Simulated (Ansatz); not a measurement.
# SrTiSe3 (built on the sites of a database entry of CaTiO3): relaxing the cell for a phonon run

Aim: bring SrTiSe3 (built on the sites of a database entry of CaTiO3) to small forces and stress, as phonons need.

Program: Ansatz 0.2.0. Level of theory: DFT LDA, scalar-relativistic, plane waves, PAW. Results are calculated unless marked as measured.

The structure was built from a prototype and need not be the compound's stable phase.

## Step 1: Set-up

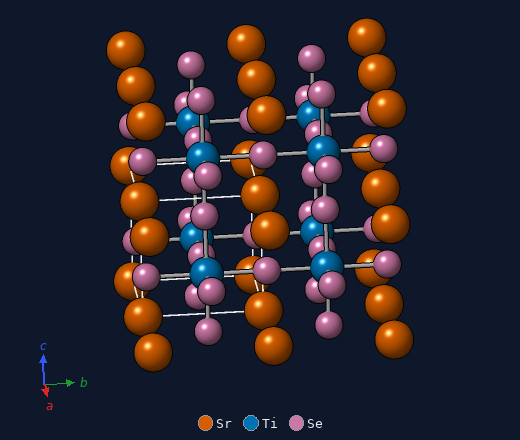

Start, viewed slightly off an axis; strontium orange, titanium blue, selenium pink. 2×2×2 cells are drawn. Some periodic images of atoms are drawn too.

Structure file:

```cif
data_structure
_symmetry_space_group_name_H-M 'Pm-3m'
_symmetry_Int_Tables_number 221
_cell_length_a 4.4197
_cell_length_b 4.4197
_cell_length_c 4.4197
_cell_angle_alpha 90.000
_cell_angle_beta 90.000
_cell_angle_gamma 90.000
_cell_volume 86.34
loop_
_atom_site_label
_atom_site_type_symbol
_atom_site_symmetry_multiplicity
_atom_site_Wyckoff_symbol
_atom_site_fract_x
_atom_site_fract_y
_atom_site_fract_z
_atom_site_occupancy
Sr1 Sr 1 a 0.00000 0.00000 0.00000 1
Ti1 Ti 1 b 0.50000 0.50000 0.50000 1
Se1 Se 3 c 0.00000 0.50000 0.50000 1
```

## Step 2: A coarse first look

First a cheap look: the gap decides the mesh and the occupations, the pressure tells how far the cell has to move.

input.yaml

```yaml
crystal:
  lattice:
    - [4.41973, 0.0, 0.0]
    - [0.0, 4.41973, 0.0]
    - [0.0, 0.0, 4.41973]
  atoms:
    - { symbol: Sr, position: [0.0, 0.0, 0.0] }
    - { symbol: Ti, position: [0.5, 0.5, 0.5] }
    - { symbol: Se, position: [0.0, 0.5, 0.5] }
    - { symbol: Se, position: [0.5, 0.0, 0.5] }
    - { symbol: Se, position: [0.5, 0.5, 0.0] }
kpoints:
  mp_grid: { grid: [4, 4, 4] }
hamiltonian:
  xc: lda
scf:
  occupations: { method: gaussian, width: 0.1 }
output:
  forces: true
  stress: true
  eigenvalues: true
```

Run with:

```
$ ansatz run input.yaml --threads 8 --pin off --max-ram 14336MiB --backend cpu --events-out ev --progress --plain --runs-dir out
```

Numbers of over 12 decimals in the logs are rounded to 6 here.

The log of the run:

```text
Engine: ansatz 0.2.0, aarch64-unknown-linux-gnu
Pseudopotentials: kind: paw
Pseudopotential: Sr, paw, valence charge 10, recommended cutoff 420 eV (normal), Sr.paw.azcp
Pseudopotential: Ti, paw, valence charge 12, recommended cutoff 420 eV (normal), Ti.paw.azcp
Pseudopotential: Se, paw, valence charge 16, recommended cutoff 420 eV (normal), Se.paw.azcp
Functional definition: SPW92
  exchange = slater_x
[...]
k-point 0: bands = [... 31 lower, 12.7557, 13.6554, 13.6554, 13.6554, 15.0945, 15.0945, 15.0945, 15.6313, ... 3 higher]
  k-point 1: bands = [... 31 lower, 11.6727, 12.7060, 13.7791, 14.2321, 14.2321, 16.0581, 16.0581, 16.5666, ... 3 higher]
  k-point 2: bands = [... 31 lower, 10.8996, 10.9841, 13.9177, 14.1307, 14.1307, 16.8166, 17.0912, 17.0912, ... 3 higher]
  k-point 9: bands = [... 31 lower, 10.0766, 15.3969, 15.3969, 15.3969, 16.7919, 16.9641, 16.9641, 16.9641, ... 3 higher]
[key lines of the parts left out:]
SCF converged after 8 iterations
Free energy (F): -22048.051469 eV
Fermi energy:    15.045893 eV
P = ⅓ Tr σ = 42.1840 GPa (421.840 kbar)
```

Wall time 1 s (8 threads of Arm Neoverse V2, shared host); peak memory 0.44 GiB.

Numbers from this step:

```
pressure          : 42.18 GPa
volume per atom   : 17.27 Å³
gap on the k-mesh : 0 eV
```

The coarse mesh shows no gap and a pressure of 42.2 GPa.

## Step 3: Rough relaxation

The start is far from rest, so a relaxation with loose tolerances brings it close first.

input.yaml: that of step 2 with these lines changed.

```diff
@@ -21 +21,6 @@
   eigenvalues: true
+relax:
+  adjacent_minimum: "off"
+  f_tol: 0.05
+  max_steps: 80
+  cell: { stress_tol: 0.5 }
```

The log of the run:

```text
[...]
Crystal: 5 atoms, lattice volume = 86.335 Å³
Basis set: ecut = 420 eV, 1743 PW (Γ)
Bands: 42, of which v1, the nominal top of the filled ones, is band 35 counted from 1 (34 counted from 0)
Symmetry: 48 space group operations
[...]
k-points: 10 of 64
[...]
F+E_penalty+E_count = -22051.18660708 eV   max|allowed force component| = 8.796e-30 eV/Å   (the final SCF, on the basis selected at the relaxed cell)
  cell:  # Å, volume = 116.4759 Å³
    - [4.883659, 0, 0]
    - [0, 4.883659, 0.0]
    - [0, 0.0, 4.883659]
  atoms:
    - { symbol: Sr, position: [0, 0, 0] }
    - { symbol: Ti, position: [0.5, 0.5, 0.5] }
    - { symbol: Se, position: [0, 0.5, 0.5] }
    - { symbol: Se, position: [0.5, 0, 0.5] }
    - { symbol: Se, position: [0.5, 0.5, 0] }
[key lines of the parts left out:]
SCF converged after 6 iterations
Free energy (F): -22051.186607 eV
Fermi energy:    9.722854 eV
P = ⅓ Tr σ = 0.4046 GPa (4.046 kbar)
```

Elapsed: 3.1 s, on 8 threads; peak memory 0.53 GiB; 17 s of CPU time.

Step by step:

| step | energy less that of the first step (eV) | largest force component (eV/Å) | pressure (GPa) | volume (Å³) |
| --- | --- | --- | --- | --- |
| 1 | 0.0000 | 0.0000 | 42.18 | 86.34 |
| 2 | -2.3304 | 0.0000 | 16.79 | 99.59 |
| 3 | -3.0337 | 0.0000 | 4.38 | 110.80 |
| 4 | -3.1059 | 0.0000 | -0.55 | 117.30 |
| 5 | -3.1074 | 0.0000 | 0.01 | 116.48 |
| 6* | -3.1351 | 0.0000 | 0.40 | 116.48 |

Relaxation steps marked * repeat the geometry before them on a plane-wave basis chosen anew for their cell, so energy and pressure can jump there.

Forces are held to the 48 operations that the run works with; a distortion that breaks them can't arise in this run.

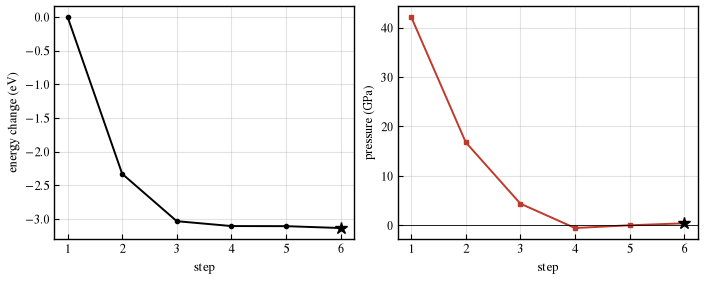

Energy and pressure along the relaxation. Stars mark steps on a basis chosen anew.

| conventional cell, symmetrised | before | after | change |
| --- | --- | --- | --- |
| a (Å) | 4.420 | 4.884 | +10.5 % |
| b (Å) | 4.420 | 4.884 | +10.5 % |
| c (Å) | 4.420 | 4.884 | +10.5 % |
| volume (Å³/atom) | 17.27 | 23.30 | +34.9 % |

Final coordinates:

```cif
data_structure
_symmetry_space_group_name_H-M 'P 1'
_symmetry_Int_Tables_number 1
_cell_length_a 4.8837
_cell_length_b 4.8837
_cell_length_c 4.8837
_cell_angle_alpha 90.000
_cell_angle_beta 90.000
_cell_angle_gamma 90.000
_cell_volume 116.48
loop_
_atom_site_label
_atom_site_type_symbol
_atom_site_fract_x
_atom_site_fract_y
_atom_site_fract_z
_atom_site_occupancy
Sr1 Sr 0.00000 0.00000 0.00000 1
Ti2 Ti 0.50000 0.50000 0.50000 1
Se3 Se 0.00000 0.50000 0.50000 1
Se4 Se 0.50000 0.00000 0.50000 1
Se5 Se 0.50000 0.50000 0.00000 1
```

This step gave:

```
pressure        : 0.4046 GPa
volume per atom : 23.30 Å³
```

In this step the volume went from 17.27 to 23.30 Å³/atom.

## Step 4: Relaxation

Harmonic phonons are second derivatives at a point where the forces vanish, and they are wanted at zero stress, so atoms and cell are relaxed first.

input.yaml

```yaml
crystal:
  lattice:
    - [4.8836593507, 0.0, 0.0]
    - [0.0, 4.8836593507, 0.0]
    - [0.0, 0.0, 4.8836593507]
  atoms:
    - { symbol: Sr, position: [0.0, 0.0, 0.0] }
    - { symbol: Ti, position: [0.5, 0.5, 0.5] }
    - { symbol: Se, position: [0.0, 0.5, 0.5] }
    - { symbol: Se, position: [0.5, 0.0, 0.5] }
    - { symbol: Se, position: [0.5, 0.5, 0.0] }
kpoints:
  mp_grid: { grid: [6, 6, 6] }
hamiltonian:
  xc: lda
scf:
  occupations: { method: gaussian, width: 0.1 }
output:
  forces: true
  stress: true
  eigenvalues: true
  write_density: true
  write_potential: true
  elf: true
  volumetric_format: npy
relax:
  adjacent_minimum: "off"
  f_tol: 0.005
  max_steps: 80
  cell: { stress_tol: 0.05 }
```

The log of the run:

```text
[...]
Crystal: 5 atoms, lattice volume = 116.476 Å³
Basis set: ecut = 420 eV, 2301 PW (Γ)
Bands: 42, of which v1, the nominal top of the filled ones, is band 35 counted from 1 (34 counted from 0)
[... 1 set-up line as in the run before ...]
[...]
k-points: 20 of 216
[...]
SCF iter   1: F=—  HF=-22051.143333 eV  |F-HF|=—  |Δ(HF+E_count)|=         —  Δρ=4.72e-3  dr2=1.36e-2  ethr=1.77e-3  ⟨swp⟩=7.6  Hψ=3459  notcnv=0
[...]
SCF iter   7: F=-22051.142031 eV  HF=-22051.142031 eV  |F-HF|=5.43e-8  |Δ(HF+E_count)|=   2.15e-7  Δρ=6.88e-6  dr2=8.72e-8  ethr=1.43e-10  ⟨swp⟩=12.1  Hψ=6577  notcnv=0
SCF 1 converged in 7 iterations: F = -22051.142031 eV  dr2 = 8.72e-8
[...]
relax step   1: F+E_penalty+E_count = -22051.14203083 eV  Δ(F+E_penalty+E_count) = +0.000e0 eV  max|allowed force component| = 2.753e-29 eV/Å  Δτ_max = 0.0000 Å  P = +0.729 GPa  Ω = 116.476 Å³  (7 SCF iters, dr2 threshold 1.00e-7 eV, accepted)
Crystal: 5 atoms, lattice volume = 117.744 Å³
Basis set: ecut = 420 eV, 2325 PW (Γ)
[...]
SCF iter   6: F=-22051.144351 eV  HF=-22051.144351 eV  |F-HF|=1.36e-9  |Δ(HF+E_count)|=   2.13e-8  Δρ=2.08e-6  dr2=5.63e-9  ethr=6.35e-11  ⟨swp⟩=6.7  Hψ=5777  notcnv=0
SCF 2 converged in 6 iterations: F = -22051.144351 eV  dr2 = 5.63e-9
[...]
relax step   2: F+E_penalty+E_count = -22051.14435110 eV  Δ(F+E_penalty+E_count) = -2.320e-3 eV  max|allowed force component| = 1.061e-29 eV/Å  Δτ_max = 0.0000 Å  P = -0.081 GPa  Ω = 117.744 Å³  energy of the carried Pulay correction = -2.126e-4 eV  (6 SCF iters, dr2 threshold 5.00e-7 eV, accepted)
Crystal: 5 atoms, lattice volume = 117.615 Å³
[...]
SCF iter   6: F=-22051.144406 eV  HF=-22051.144406 eV  |F-HF|=7.28e-12  |Δ(HF+E_count)|=  5.09e-11  Δρ=1.98e-7  dr2=5.12e-11  ethr=1.00e-12  ⟨swp⟩=5.0  Hψ=4636  notcnv=0
SCF 3 converged in 6 iterations: F = -22051.144406 eV  dr2 = 5.12e-11
relax step   3: F+E_penalty+E_count = -22051.14440581 eV  Δ(F+E_penalty+E_count) = -5.472e-5 eV  max|allowed force component| = 1.622e-29 eV/Å  Δτ_max = 0.0000 Å  P = -0.001 GPa  Ω = 117.615 Å³  energy of the carried Pulay correction = -1.911e-4 eV  (6 SCF iters, dr2 threshold 1.66e-8 eV, accepted)
[...]
SCF iter   6: F=-22051.144598 eV  HF=-22051.144598 eV  |F-HF|=3.64e-12  |Δ(HF+E_count)|=  1.09e-11  Δρ=4.94e-8  dr2=2.66e-12  ethr=1.00e-12  ⟨swp⟩=5.2  Hψ=4035  notcnv=0
SCF 4 converged in 6 iterations: F = -22051.144598 eV  dr2 = 2.66e-12
relax step   4: F+E_penalty+E_count = -22051.14459760 eV  Δ(F+E_penalty+E_count) = -1.918e-4 eV  max|allowed force component| = 1.515e-29 eV/Å  Δτ_max = 0.0000 Å  P = -0.001 GPa  Ω = 117.615 Å³  stress off target by 5.17e-4 GPa  SCF on the basis re-selected at this cell (its energy is not comparable with the rows above)  (6 SCF iters)
[...]
SCF converged after 6 iterations
Free energy (F): -22051.144598 eV
[...]
Internal energy: -22051.143286 eV  (E = F + TS)
E sigma→0 (E₀):  -22051.143942 eV
Entropy (-TS):   -0.001312 eV (-0.262 meV/atom)
Fermi energy:    9.670587 eV
[...]
--- Stress (GPa, compression-positive) ---
       -0.000517       0.000000       0.000000
        0.000000      -0.000517      -0.000000
        0.000000      -0.000000      -0.000517
  P = ⅓ Tr σ = -0.0005 GPa (-0.005 kbar)
--- Band table (eV; the first three rows and the last of 20) ---
  k-point 0: bands = [... 31 lower, 8.2728, 9.2054, 9.2054, 9.2054, 9.3916, 9.3916, 9.3916, 10.6228, ... 3 higher]
  k-point 1: bands = [... 31 lower, 7.9419, 8.3777, 9.0390, 9.0390, 9.2322, 10.0925, 10.0925, 10.6971, ... 3 higher]
  k-point 2: bands = [... 31 lower, 7.0951, 7.4480, 8.9142, 8.9142, 9.2876, 10.7549, 10.8541, 10.8541, ... 3 higher]
  k-point 19: bands = [... 31 lower, 5.9773, 9.9462, 9.9462, 9.9462, 11.1179, 11.1179, 11.1179, 11.6487, ... 3 higher]
--- Relaxed structure (3 steps of the walk, 3 accepted, 1 SCFs on fresh bases) ---
[...]
cell:  # Å, volume = 117.6150 Å³
    - [4.899528, 0, 0]
    - [0, 4.899528, 0.0]
    - [0, 0.0, 4.899528]
  atoms:
    - { symbol: Sr, position: [0, 0, 0] }
    - { symbol: Ti, position: [0.5, 0.5, 0.5] }
    - { symbol: Se, position: [0, 0.5, 0.5] }
    - { symbol: Se, position: [0.5, 0, 0.5] }
    - { symbol: Se, position: [0.5, 0.5, 0] }
```

It took 3.7 s on 8 threads; peak memory 0.6 GiB; 25 s of CPU time.

Step by step:

| step | energy less that of the first step (eV) | largest force component (eV/Å) | pressure (GPa) | volume (Å³) |
| --- | --- | --- | --- | --- |
| 1 | 0.0000 | 0.0000 | 0.73 | 116.48 |
| 2 | -0.0023 | 0.0000 | -0.08 | 117.74 |
| 3 | -0.0024 | 0.0000 | 0.00 | 117.62 |
| 4* | -0.0026 | 0.0000 | 0.00 | 117.62 |

Relaxation steps marked * repeat the geometry before them on a plane-wave basis chosen anew for their cell, so energy and pressure can jump there.

The run keeps the 48 symmetry operations that it works with, so distortions that break them were not tested.

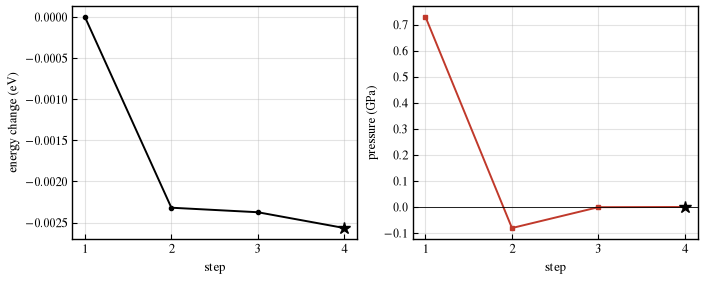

Energy and pressure along the relaxation. Stars mark steps on a basis chosen anew.

| conventional cell, symmetrised | before | after | change |
| --- | --- | --- | --- |
| a (Å) | 4.884 | 4.900 | +0.3 % |
| b (Å) | 4.884 | 4.900 | +0.3 % |
| c (Å) | 4.884 | 4.900 | +0.3 % |
| volume (Å³/atom) | 23.30 | 23.52 | +1.0 % |

The relaxed structure:

```xyz
5
Lattice="4.8995 0.0000 0.0000 0.0000 4.8995 0.0000 0.0000 0.0000 4.8995" Properties=species:S:1:pos:R:3 pbc="T T T"
Sr    0.0000    0.0000    0.0000
Ti    2.4498    2.4498    2.4498
Se    0.0000    2.4498    2.4498
Se    2.4498    0.0000    2.4498
Se    2.4498    2.4498    0.0000
```

Numbers from this step:

| Property | Result |
| --- | --- |
| pressure | -5.17e-4 GPa |
| volume per atom | 23.52 Å³ |

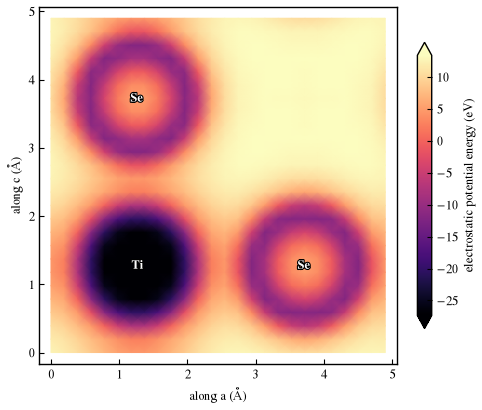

Electrostatic potential energy in the ac plane at fractional y = 0.500, with atoms of Ti and Se within 0.2 Å of it. With pseudopotentials it is smooth inside the atoms' cores, unlike the true potential. The map starts off the cell's origin, so that atoms lie inside it.

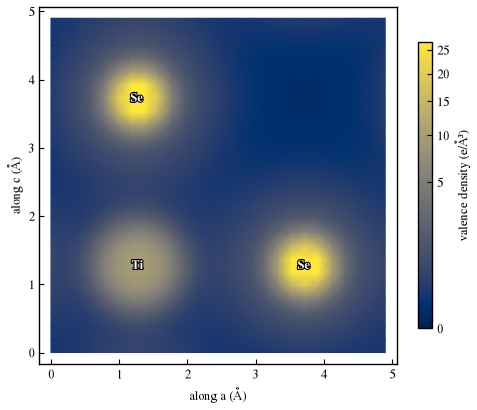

Valence density in the ac plane at fractional y = 0.500, with atoms of Ti and Se within 0.2 Å of it. It is the smooth field of the valence electrons, not physical close to the nuclei. The map starts off the cell's origin, so that atoms lie inside it. The colour scale is stretched toward low values.

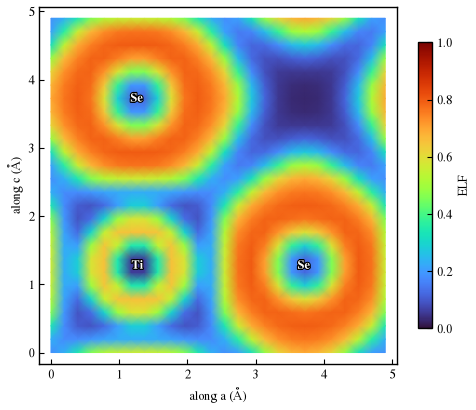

ELF in the ac plane at fractional y = 0.500, with atoms of Ti and Se within 0.2 Å of it. It is the smooth field of the valence electrons, not physical close to the nuclei. The map starts off the cell's origin, so that atoms lie inside it.

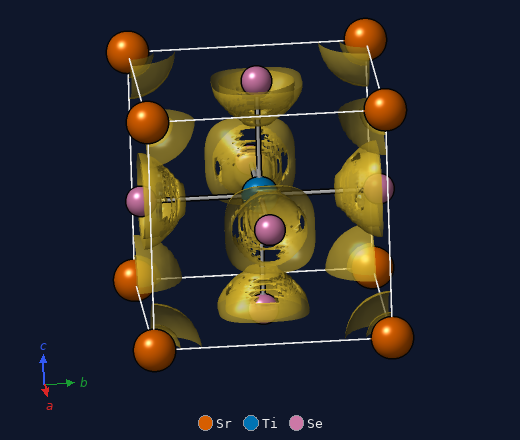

Surface of ELF = 0.79.

In this step the volume went from 23.30 to 23.52 Å³/atom.

## Step 5: Tight relaxation

Phonons need a cell at rest on their own settings, so the relaxation is repeated with tight tolerances on forces and stress on the k mesh and occupations of the first response run.

input.yaml

```yaml
crystal:
  lattice:
    - [4.899528169, 0.0, 0.0]
    - [0.0, 4.899528169, 0.0]
    - [0.0, 0.0, 4.899528169]
  atoms:
    - { symbol: Sr, position: [0.0, 0.0, 0.0] }
    - { symbol: Ti, position: [0.5, 0.5, 0.5] }
    - { symbol: Se, position: [0.0, 0.5, 0.5] }
    - { symbol: Se, position: [0.5, 0.0, 0.5] }
    - { symbol: Se, position: [0.5, 0.5, 0.0] }
kpoints:
  mp_grid: { grid: [6, 6, 6] }
hamiltonian:
  xc: lda
scf:
  occupations: { method: methfessel_paxton, width: 0.15 }
output:
  forces: true
  stress: true
  eigenvalues: true
relax:
  adjacent_minimum: "off"
  f_tol: 0.001
  max_steps: 60
  cell: { stress_tol: 0.01 }
```

The log of the run:

```text
[...]
Crystal: 5 atoms, lattice volume = 117.615 Å³
Basis set: ecut = 420 eV, 2325 PW (Γ)
Bands: 42, of which v1, the nominal top of the filled ones, is band 35 counted from 1 (34 counted from 0)
[... 1 set-up line as in the run before ...]
[...]
k-points: 20 of 216
[...]
--- Relaxed structure (1 steps of the walk, 1 accepted, 1 SCFs on fresh bases) ---
[...]
cell:  # Å, volume = 117.6150 Å³
    - [4.899528169, 0.0, 0.0]
    - [0.0, 4.899528169, 0.0]
    - [0.0, 0.0, 4.899528169]
  atoms:
    - { symbol: Sr, position: [0.0, 0.0, 0.0] }
    - { symbol: Ti, position: [0.5, 0.5, 0.5] }
    - { symbol: Se, position: [0.0, 0.5, 0.5] }
    - { symbol: Se, position: [0.5, 0.0, 0.5] }
    - { symbol: Se, position: [0.5, 0.5, 0.0] }
[key lines of the parts left out:]
SCF converged after 6 iterations
Free energy (F): -22051.143184 eV
Fermi energy:    9.657754 eV
P = ⅓ Tr σ = -0.0061 GPa (-0.061 kbar)
```

The job ended after 1.9 s (8 threads; peak memory 0.58 GiB).

Little changed from the start: no atom moved by 0.005 Å and no cell edge by 0.1 %.

Numbers from this step:

```yaml
pressure: -0.006059 GPa
```

The forces vanish by symmetry and the pressure is -0.006 GPa, within the tolerances set. The cell now holds 23.52 Å³/atom.

## Step 6: Summary of results

```yaml
space_group_after_relaxation_within_0p01_a: Pm-3m
lattice_constant_a: 4.900 Å
lattice_constant_b: 4.900 Å
lattice_constant_c: 4.900 Å
volume_per_atom: 23.5 Å³
```

**Reading.** The forces vanish by symmetry and the pressure is -0.006 GPa, within the tolerances set. The cell now holds 23.52 Å³/atom. The relaxation keeps the symmetry of its start, so it says nothing on stability against lower symmetry. The starting cell was built on a prototype and not taken from a measurement, so the phase need not exist.

[Logs are printed without paths, hosts, clocks, repeated set-up lines and the standing remarks that a program may print on its own settings, such as how far it seeks lower states.]

[Hosts, paths, dates, database ids (printed as entryN), source tags and the programs' standing remarks are cut or masked in the printed files.]
